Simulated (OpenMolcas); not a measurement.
# CuOH (SMILES [Cu]O): levels of theory compared

Wanted: a comparison of 6 runs (HF/cc-pVTZ, B3LYP/cc-pVTZ, BLYP/cc-pVTZ, PBE/cc-pVTZ, PBE0/cc-pVTZ, MP2/cc-pVTZ) of CuOH. 

Program for the calculation: OpenMolcas 26.06.

1 further run of the same task is left out (it didn't finish).

### Step 1. The molecule

CuOH: 3 atoms, total charge 0, spin state singlet. As SMILES, `[Cu]O`. Geometry: relaxed at PBE0-D4/def2-TZVP.

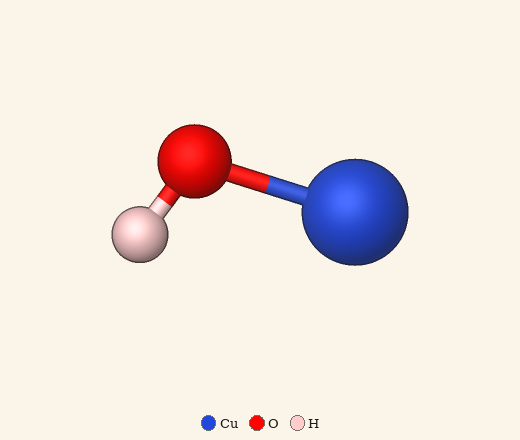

The structure, seen from a chosen angle (copper blue, oxygen red, hydrogen pink).

### Step 2. Energy and forces at HF/cc-pVTZ (run 1)

The input, struct.xyz:

```xyz
3

Cu    -1.152790     0.285260    -0.596950
O      0.412870     0.307820     0.260030
H      0.739920    -0.593080     0.336920
```

The input, job.inp:

```
* CuHO Hartree-Fock
&GATEWAY
BASLIB = $CurrDir
COORD = struct.xyz
BASIS = cc-pVTZ
GROUP = NoSym
&SEWARD
&SCF
THRESHOLDS = 1e-10 1e-07 1e-07 1e-05
PRORBITALS = 0
&ALASKA
```

The basis set cc-pVTZ is read from a file made from the Basis Set Exchange's data (not shown).

Command:

```bash
$ export MOLCAS_MEM=1860
$ pymolcas job.inp > job.log
```

The log of the run:

```text
--- Start Module: gateway ---
[...]
--- Stop Module: gateway /rc=_RC_ALL_IS_WELL_ ---
[...]
      Basis functions          112
[...]
--- Start Module: scf ---
[...]
       Convergence after  17 Iterations
[...]
::    Total SCF energy                              -1714.4246683564
[...]
      Total spin, S                                     0.0000000000
[...]
      Total electronic charge=   38.000000
      Total            charge=   -0.000000
[...]
      Dipole Moment (debye):
      Origin of the operator (angstrom)=   -0.8156    0.2787   -0.4137
                   X= -4.5335E+00               Y= -1.1862E+00               Z= -2.6079E+00           Total=  5.3629E+00
      Quadrupole Moment (debye*angstrom):
[...]
--- Stop Module: scf /rc=_RC_ALL_IS_WELL_ ---
[...]
--- Start Module: alaska ---
[...]
 *              Molecular gradients               *
 **************************************************
  Irreducible representation: a
 ------------------------------------------------------------------------------------------
                              X                       Y                       Z
 ------------------------------------------------------------------------------------------
  CU1               2.13459235120013E-02   -2.83848735994321E-03    1.13291336059831E-02
  O2               -2.44212841598284E-02    2.63709012499778E-02   -1.03537621315564E-02
  H3                3.07536064773850E-03   -2.35324138900479E-02   -9.75371474404296E-04
 ------------------------------------------------------------------------------------------
--- Stop Module: alaska /rc=_RC_ALL_IS_WELL_ ---
[...]
```

Wall time 23 s (1 thread of Arm Neoverse V1, shared host); peak memory 0.67 GiB.

### Step 3. Energy and forces at B3LYP/cc-pVTZ (run 2)

The input, test.inp:

```
* CuHO Kohn-Sham DFT

&GATEWAY
 BASLIB = $CurrDir
 COORD
 3
 bohr
 Cu    -2.17845738     0.53906327    -1.12807201
 O      0.78021123     0.58169550     0.49138548
 H      1.39824615    -1.12075877     0.63668653
 BASIS = cc-pVTZ
 GROUP = NoSym

&SEWARD
 GRIDINPUT
 Grid=UltraFine
 End of Grid

&SCF
 KSDFT = B3LYP
 THRESHOLDS = 1e-10 1e-07 1e-07 1e-05
 PRORBITALS = 0

&ALASKA
```

The basis set cc-pVTZ is read from a file made from the Basis Set Exchange's data (not shown).

Command:

```bash
$ export MOLCAS_MEM=1860
$ pymolcas test.inp > test.log
```

The log of the run:

```text
--- Start Module: gateway ---
[...]
--- Stop Module: gateway /rc=_RC_ALL_IS_WELL_ ---
[...]
      Basis functions          112
[...]
--- Start Module: scf ---
[...]
       Convergence after  18 Iterations
[...]
::    Total KS-DFT energy                           -1716.4588085067
[...]
      Total spin, S                                     0.0000000000
[...]
      Total electronic charge=   38.000000
      Total            charge=   -0.000000
[...]
      Dipole Moment (debye):
      Origin of the operator (angstrom)=   -0.8156    0.2787   -0.4137
                   X= -2.9851E+00               Y= -1.0138E+00               Z= -1.7434E+00           Total=  3.6024E+00
      Quadrupole Moment (debye*angstrom):
[...]
--- Stop Module: scf /rc=_RC_ALL_IS_WELL_ ---
[...]
--- Start Module: alaska ---
[...]
 *              Molecular gradients               *
 **************************************************
  Irreducible representation: a
 ------------------------------------------------------------------------------------------
                              X                       Y                       Z
 ------------------------------------------------------------------------------------------
  CU1               8.91849016614543E-04   -1.71753420951770E-04    4.67345205340308E-04
  O2                8.36803136650133E-05   -1.63173446920961E-03   -1.38340195110942E-04
  H3               -9.75529330251135E-04    1.80348789014229E-03   -3.29005010222483E-04
 ------------------------------------------------------------------------------------------
--- Stop Module: alaska /rc=_RC_ALL_IS_WELL_ ---
[...]
```

Run time: 40 s. Hardware: 1 thread of Arm Neoverse V1, shared host; peak memory 0.67 GiB.

Run 3 isn't shown in full; the table further down has it.

### Step 4. Energy and forces at PBE/cc-pVTZ (run 4)

The input, mol.xyz:

```xyz
3

Cu    -1.152790     0.285260    -0.596950
O      0.412870     0.307820     0.260030
H      0.739920    -0.593080     0.336920
```

The input, mol.inp:

```
&GATEWAY
BASLIB=$CurrDir
COORD=mol.xyz
BASIS=cc-pVTZ
GROUP=NoSym
&SEWARD
GRIDINPUT
Grid=UltraFine
End of Grid
&SCF
KSDFT=PBE
THRESHOLDS=1e-10 1e-07 1e-07 1e-05
PRORBITALS=0
&ALASKA
```

The basis set cc-pVTZ is read from a file made from the Basis Set Exchange's data (not shown).

Command:

```bash
$ export MOLCAS_MEM=1860
$ pymolcas mol.inp > mol.log
```

The log of the run:

```text
--- Start Module: gateway ---
[...]
--- Stop Module: gateway /rc=_RC_ALL_IS_WELL_ ---
[...]
      Basis functions          112
[...]
--- Start Module: scf ---
[...]
       Convergence after  20 Iterations
[...]
::    Total KS-DFT energy                           -1716.0897624208
[...]
      Total spin, S                                     0.0000000000
[...]
      Total electronic charge=   38.000000
      Total            charge=   -0.000000
[...]
      Dipole Moment (debye):
      Origin of the operator (angstrom)=   -0.8156    0.2787   -0.4137
                   X= -2.4930E+00               Y= -9.5243E-01               Z= -1.4679E+00           Total=  3.0459E+00
      Quadrupole Moment (debye*angstrom):
[...]
--- Stop Module: scf /rc=_RC_ALL_IS_WELL_ ---
[...]
--- Start Module: alaska ---
[...]
 *              Molecular gradients               *
 **************************************************
  Irreducible representation: a
 ------------------------------------------------------------------------------------------
                              X                       Y                       Z
 ------------------------------------------------------------------------------------------
  CU1              -3.13372675553225E-03    7.85448520646964E-04   -1.62161185969190E-03
  O2                5.77828713922912E-03   -1.20464308685904E-02    1.79496285260328E-03
  H3               -2.64456038371463E-03    1.12609823479559E-02   -1.73350992898280E-04
 ------------------------------------------------------------------------------------------
--- Stop Module: alaska /rc=_RC_ALL_IS_WELL_ ---
[...]
```

Run time: 41 s. Hardware: 1 thread of Arm Neoverse V1, shared host; peak memory 0.67 GiB.

Run 5 isn't shown in full; the table further down has it.

### Step 5. A single-point energy at MP2/cc-pVTZ (run 6)

The input, coord.xyz:

```xyz
3

Cu    -1.152790     0.285260    -0.596950
O      0.412870     0.307820     0.260030
H      0.739920    -0.593080     0.336920
```

The input, test.inp:

```
* CuHO MP2
&GATEWAY
BASLIB = $CurrDir
COORD = coord.xyz
BASIS = cc-pVTZ
GROUP = NoSym
&SEWARD
&SCF
THRESHOLDS = 1e-10 1e-07 1e-07 1e-05
PRORBITALS = 1 1
&MBPT2
FROZEN = 6
```

The basis set cc-pVTZ is read from a file made from the Basis Set Exchange's data (not shown).

Command:

```bash
$ export MOLCAS_MEM=1860
$ pymolcas test.inp > test.log
```

The log of the run:

```text
--- Start Module: gateway ---
[...]
--- Stop Module: gateway /rc=_RC_ALL_IS_WELL_ ---
[...]
      Basis functions          112
[...]
--- Start Module: scf ---
[...]
       Convergence after  17 Iterations
[...]
::    Total SCF energy                              -1714.4246683564
[...]
      Total spin, S                                     0.0000000000
[...]
      Total electronic charge=   38.000000
      Total            charge=   -0.000000
[...]
      Dipole Moment (debye):
      Origin of the operator (angstrom)=   -0.8156    0.2787   -0.4137
                   X= -4.5335E+00               Y= -1.1862E+00               Z= -2.6079E+00           Total=  5.3629E+00
      Quadrupole Moment (debye*angstrom):
[...]
--- Stop Module: scf /rc=_RC_ALL_IS_WELL_ ---
[...]
--- Start Module: mbpt2 ---
[...]
WARNING!
Default frozen orbitals as non valence orbitals is overwritten by user input.
Default values:   7
[...]
       Reference weight ( Cref**2 )         =        0.83700
::    Total MBPT2 energy                            -1715.5995625707
[...]
      Total MBPT2 calculations                           0.61      0.68
--- Stop Module: mbpt2 /rc=_RC_ALL_IS_WELL_ ---
[...]
```

Run time: 17 s. Hardware: 1 thread of Arm Neoverse V1, shared host; peak memory 0.67 GiB.

### Step 6. All runs side by side

```tsv
run	level	integration grid	task	energy (Eh)	dipole moment (D) of the reference	HOMO energy (eV)	LUMO energy (eV)	wall time
1	HF/cc-pVTZ	–	gradient	-1714.424668	5.36	-10.26	0.03	23 s
2	B3LYP/cc-pVTZ	UltraFine	gradient	-1716.458809	3.60	-6.50	-2.92	40 s
3	BLYP/cc-pVTZ	UltraFine	gradient	-1716.505222	2.94	-5.13	-3.57	42 s
4	PBE/cc-pVTZ	UltraFine	gradient	-1716.089762	3.05	-5.13	-3.50	41 s
5	PBE0/cc-pVTZ	UltraFine	gradient	-1716.076398	3.84	-6.64	-2.49	38 s
6	MP2/cc-pVTZ	–	energy	-1715.599563	5.36	-10.26	0.03	17 s
```

### Step 7. What came out

| quantity | value |
| --- | --- |
| run 6: total energy | -1715.59956 Eh |
| run 6: dipole moment (mean-field density) | 5.36 D |
| run 6: HOMO energy (Hartree–Fock orbitals) | -10.26 eV |
| run 6: LUMO energy (Hartree–Fock orbitals) | 0.03 eV |
| run 6: HOMO–LUMO gap (Hartree–Fock orbitals) | 10.29 eV |
| run 6: correlation energy (6 core orbitals frozen) | -1174.9 mEh |

**Reading.** Over runs 1, 2, 3, 4, 5 the dipole moment (its size) runs from 2.94 D (BLYP/cc-pVTZ) to 5.36 D (HF/cc-pVTZ). Over runs 1, 2, 3, 4, 5 the HOMO–LUMO gap runs from 1.56 eV (BLYP/cc-pVTZ) to 10.29 eV (HF/cc-pVTZ). Exact exchange widens orbital gaps. Totals of different functionals can't be ranked against each other. All runs together took 3.3 min, the longest 42 s.
